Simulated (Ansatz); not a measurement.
**Nudged elastic band, with input and output: CH₇BO (part 2 of 2)**

CH₇BO; RKS B3LYP-D4/cc-pVDZ (Ansatz 0.2.0). It belongs to a series of runs on one base structure; here: band between the two ends.

Geometry of the input (Å):
```
B  -0.3065  -0.3196  -0.1802
O  -0.2738  0.5151  0.8951
H  -1.1563  0.7964  1.1814
H  0.7787  -0.6945  -0.5595
C  -1.6323  -0.7691  -0.8934
H  -1.6976  -1.8723  -0.9175
H  -2.5608  -0.3787  -0.4409
H  -1.6098  -0.4544  -1.9535
H  1.2180  3.0509  2.2471
H  0.9775  2.4070  1.9163
```

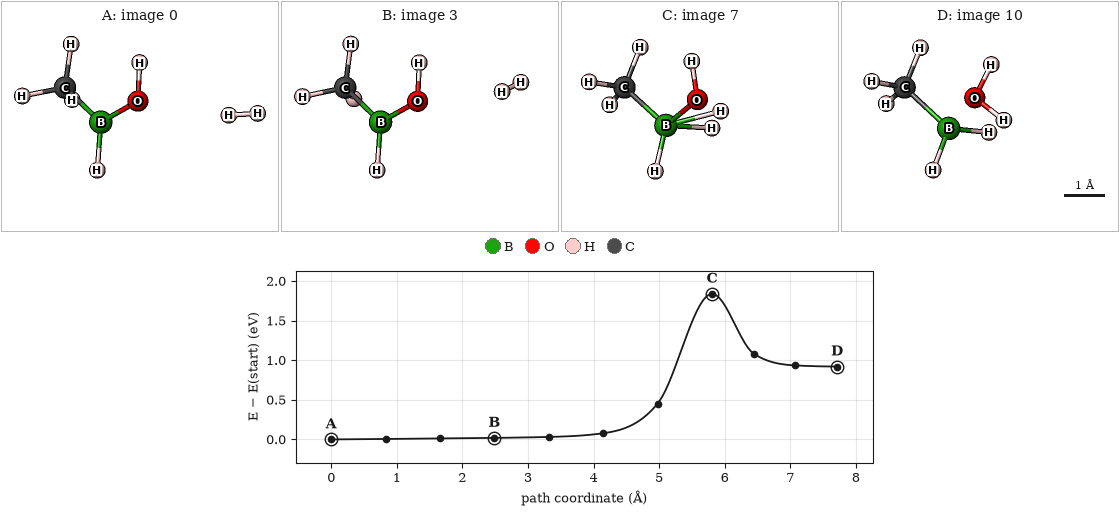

*Images of the last band (counted from 0; ball-and-stick, seen at a tilt) above the energy along the path; the line is a cubic interpolation that uses the forces.*

The highest image is number 7, 1.839 eV above the start and 0.919 eV above the end (the climbing image); the end lies 0.920 eV above the start. The path is 7.71 Å long. The band converged in 26 iterations.

```
Total energy: -3873.91073382 eV, -142.3635936370 hartree
Atom 0 at    -0.006309     0.220874     0.095491 Å, force     0.001387     0.023441     0.002561 eV/Å
Atom 1 at    -0.112517     0.324139     1.692293 Å, force     0.000445    -0.014030    -0.003277 eV/Å
Atom 2 at    -1.051347     0.301875     1.937777 Å, force     0.003579    -0.000328     0.001178 eV/Å
Atom 3 at     1.066154    -0.238450    -0.204731 Å, force    -0.002328    -0.005345     0.004539 eV/Å
Atom 4 at    -1.334691    -0.218793    -0.641505 Å, force    -0.005503    -0.013970    -0.005861 eV/Å
Atom 5 at    -1.522192    -1.294248    -0.463047 Å, force    -0.001201    -0.000567    -0.000597 eV/Å
Atom 6 at    -2.235585     0.332906    -0.316673 Å, force     0.000123     0.000785     0.003739 eV/Å
Atom 7 at    -1.251569    -0.093127    -1.734834 Å, force     0.000994     0.002154     0.001923 eV/Å
Atom 8 at     0.151975     1.590225    -0.029435 Å, force     0.011130    -0.004992     0.002003 eV/Å
Atom 9 at     0.033183     1.355397     0.959563 Å, force    -0.008625     0.012851    -0.006207 eV/Å
Dipole moment:    -0.354395     0.180539     0.128984 e Å
this run last wrote the band of iteration 26 to [file]
```

**The last band as extended XYZ (Å, eV, eV/Å)**
```
10
Properties=species:S:1:pos:R:3:forces:R:3 image=0 energy=-3875.74957
B    -0.3065   -0.3196   -0.1802   -0.0187   0.0069  -0.0066
O    -0.2738    0.5151    0.8951    0.0060   0.0009   0.0101
H    -1.1563    0.7964    1.1814    0.0086  -0.0024  -0.0134
H     0.7787   -0.6945   -0.5595    0.0021   0.0080   0.0067
C    -1.6323   -0.7691   -0.8934    0.0035  -0.0125  -0.0037
H    -1.6976   -1.8723   -0.9175   -0.0040  -0.0003   0.0010
H    -2.5608   -0.3787   -0.4409    0.0015   0.0012   0.0014
H    -1.6098   -0.4544   -1.9535   -0.0007  -0.0004   0.0012
H     1.2180    3.0509    2.2471    0.0006  -0.0030   0.0010
H     0.9775    2.4070    1.9163    0.0010   0.0018   0.0023
10
Properties=species:S:1:pos:R:3:forces:R:3 image=1 energy=-3875.74389
B    -0.2693   -0.4408   -0.0779   -0.0011   0.0023  -0.0031
O    -0.2008    0.2441    1.0973    0.0034   0.0037  -0.0001
H    -1.0630    0.5778    1.3880   -0.0032   0.0006  -0.0024
H     0.7906   -0.8748   -0.4658   -0.0003   0.0001   0.0001
C    -1.5992   -0.6559   -0.8863    0.0002  -0.0029   0.0002
H    -1.7735   -1.7333   -1.0609   -0.0002  -0.0011   0.0013
H    -2.5034   -0.2322   -0.4148   -0.0010  -0.0009  -0.0004
H    -1.4973   -0.2086   -1.8927   -0.0012  -0.0022  -0.0010
H     0.9939    3.1663    1.8950    0.0021   0.0000   0.0034
H     0.8591    2.4381    1.7129    0.0014   0.0003   0.0020
10
Properties=species:S:1:pos:R:3:forces:R:3 image=2 energy=-3875.73756
B    -0.2374   -0.5429    0.0358   -0.0040  -0.0059  -0.0002
O    -0.1533    0.0261    1.2706    0.0036   0.0004   0.0039
H    -0.9907    0.4188    1.5599   -0.0010   0.0048  -0.0062
H     0.7893   -1.0540   -0.3478    0.0009   0.0042  -0.0026
C    -1.5413   -0.5411   -0.8405    0.0000  -0.0021   0.0002
H    -1.8119   -1.5719   -1.1331   -0.0004  -0.0012   0.0013
H    -2.4213   -0.0751   -0.3632   -0.0005   0.0000  -0.0009
H    -1.3463   -0.0082   -1.7900   -0.0014  -0.0023  -0.0018
H     0.7436    3.1950    1.4624    0.0017   0.0013   0.0042
H     0.7062    2.4340    1.4409    0.0011   0.0008   0.0020
10
Properties=species:S:1:pos:R:3:forces:R:3 image=3 energy=-3875.73039
B    -0.2085   -0.5907    0.1657   -0.0070  -0.0102  -0.0007
O    -0.1493   -0.1211    1.4427    0.0092   0.0005   0.0074
H    -0.9761    0.2962    1.7274   -0.0019   0.0068  -0.0095
H     0.8054   -1.1307   -0.2123    0.0006   0.0025  -0.0029
C    -1.4673   -0.4443   -0.7627    0.0009  -0.0010  -0.0007
H    -1.7741   -1.4289   -1.1596   -0.0012  -0.0015   0.0011
H    -2.3448    0.0253   -0.2844   -0.0004   0.0004  -0.0008
H    -1.1998    0.1600   -1.6500   -0.0016  -0.0027  -0.0019
H     0.5170    3.1252    0.9143    0.0004   0.0039   0.0062
H     0.5346    2.3900    1.1138    0.0010   0.0013   0.0018
10
Properties=species:S:1:pos:R:3:forces:R:3 image=4 energy=-3875.71831
B    -0.1733   -0.5306    0.2934    0.0009  -0.0029  -0.0007
O    -0.1904   -0.1947    1.6129   -0.0025   0.0016  -0.0051
H    -1.0493    0.1528    1.8966    0.0047   0.0072   0.0004
H     0.8841   -0.9729   -0.0922   -0.0037  -0.0121  -0.0004
C    -1.4043   -0.3643   -0.6683   -0.0014  -0.0066   0.0053
H    -1.6949   -1.3475   -1.0825   -0.0005  -0.0012  -0.0061
H    -2.2977    0.0888   -0.2035   -0.0004  -0.0050  -0.0005
H    -1.1217    0.2518   -1.5414    0.0010   0.0016   0.0001
H     0.3810    2.8779    0.2813   -0.0001   0.0134   0.0065
H     0.4037    2.3195    0.7985    0.0019   0.0041   0.0005
10
Properties=species:S:1:pos:R:3:forces:R:3 image=5 energy=-3875.67160
B    -0.1228   -0.3446    0.3445   -0.0088  -0.0238   0.0064
O    -0.2056   -0.1488    1.6908   -0.0070  -0.0225  -0.0012
H    -1.1043    0.0666    1.9816   -0.0014  -0.0142   0.0059
H     0.9909   -0.5962   -0.0526   -0.0081  -0.0458   0.0120
C    -1.3672   -0.3012   -0.6159    0.0065  -0.0266   0.0178
H    -1.7215   -1.3416   -0.7565   -0.0136  -0.0077  -0.0333
H    -2.2214    0.2825   -0.2290   -0.0024  -0.0154   0.0111
H    -1.1128    0.0716   -1.6217    0.0062   0.0139   0.0112
H     0.3001    2.4177   -0.0834    0.0082   0.0787  -0.0182
H     0.3016    2.1747    0.6370    0.0203   0.0633  -0.0117
10
Properties=species:S:1:pos:R:3:forces:R:3 image=6 energy=-3875.29642
B    -0.0782   -0.1103    0.3048   -0.0932  -0.4320   0.2621
O    -0.1803    0.0331    1.6755   -0.0563  -0.3758  -0.0303
H    -1.0866    0.2308    1.9540   -0.0014  -0.1294   0.0341
H     1.0397   -0.3187   -0.1049   -0.0259  -0.0422   0.0791
C    -1.3398   -0.2466   -0.6258   -0.0132  -0.0449   0.0327
H    -1.6282   -1.3128   -0.5324   -0.1053  -0.0422  -0.0851
H    -2.2158    0.3494   -0.3148    0.0091  -0.0206   0.0438
H    -1.1594   -0.0688   -1.6984    0.0819   0.0361   0.0574
H     0.2315    1.9360   -0.0544    0.0582   0.4759  -0.0393
H     0.1541    1.7886    0.6912    0.1462   0.5750  -0.3545
10
Properties=species:S:1:pos:R:3:forces:R:3 image=7 energy=-3873.91052
B    -0.0063    0.2209    0.0955    0.0014   0.0234   0.0026
O    -0.1125    0.3241    1.6923    0.0004  -0.0140  -0.0033
H    -1.0513    0.3019    1.9378    0.0036  -0.0003   0.0012
H     1.0662   -0.2384   -0.2047   -0.0023  -0.0053   0.0045
C    -1.3347   -0.2188   -0.6415   -0.0055  -0.0140  -0.0059
H    -1.5222   -1.2942   -0.4630   -0.0012  -0.0006  -0.0006
H    -2.2356    0.3329   -0.3167    0.0001   0.0008   0.0037
H    -1.2516   -0.0931   -1.7348    0.0010   0.0022   0.0019
H     0.1520    1.5902   -0.0294    0.0111  -0.0050   0.0020
H     0.0332    1.3554    0.9596   -0.0086   0.0129  -0.0062
10
Properties=species:S:1:pos:R:3:forces:R:3 image=8 energy=-3874.66674
B     0.0352    0.3313   -0.1078    0.0453   0.1104  -0.2188
O    -0.0923    0.4110    1.6736   -0.0038   0.0944  -0.0031
H    -1.0244    0.2749    1.9149    0.0098   0.0028  -0.0330
H     1.0577   -0.2923   -0.2651   -0.0119  -0.0891  -0.0296
C    -1.3388   -0.2418   -0.6579    0.0018  -0.0280  -0.0250
H    -1.5006   -1.3167   -0.4644    0.0075  -0.0200   0.0089
H    -2.2331    0.3106   -0.3085    0.0075  -0.0050  -0.0126
H    -1.3215   -0.1179   -1.7570   -0.0555  -0.0434  -0.0244
H     0.1683    1.5533   -0.2278    0.0393  -0.0546  -0.2139
H    -0.0132    1.3685    1.4948   -0.0401   0.0326   0.5516
10
Properties=species:S:1:pos:R:3:forces:R:3 image=9 energy=-3874.81527
B     0.0081    0.4123   -0.1635   -0.0023   0.0065  -0.0072
O    -0.1556    0.3678    1.6129   -0.0043  -0.0037  -0.0049
H    -1.1052    0.4556    1.8014   -0.0066   0.0153  -0.0095
H     1.0372   -0.2159   -0.3057   -0.0021   0.0045  -0.0009
C    -1.3402   -0.2641   -0.6808   -0.0014   0.0003  -0.0005
H    -1.4464   -1.3295   -0.4072    0.0035  -0.0015   0.0052
H    -2.2614    0.2643   -0.3624   -0.0019  -0.0036  -0.0050
H    -1.3462   -0.2249   -1.7861   -0.0014  -0.0095  -0.0024
H     0.1060    1.6181   -0.3383   -0.0038   0.0051  -0.0080
H     0.2409    1.1972    1.9245    0.0203  -0.0134   0.0331
10
Properties=species:S:1:pos:R:3:forces:R:3 image=10 energy=-3874.82923
B    -0.0621    0.4556   -0.1539    0.0059   0.0031   0.0020
O    -0.2568    0.3532    1.6083    0.0049  -0.0031  -0.0003
H    -1.0662    0.8406    1.8352    0.0004   0.0035   0.0029
H     1.0131   -0.1037   -0.2631    0.0032  -0.0017   0.0005
C    -1.3403   -0.3072   -0.7182    0.0104   0.0068   0.0062
H    -1.3847   -1.3710   -0.4270   -0.0042  -0.0188   0.0018
H    -2.3045    0.1619   -0.4434   -0.0164   0.0048   0.0011
H    -1.3012   -0.2839   -1.8230   -0.0025  -0.0009  -0.0189
H    -0.0299    1.6671   -0.3157   -0.0004   0.0038  -0.0002
H     0.4697    0.8683    1.9958   -0.0012   0.0026   0.0048
```
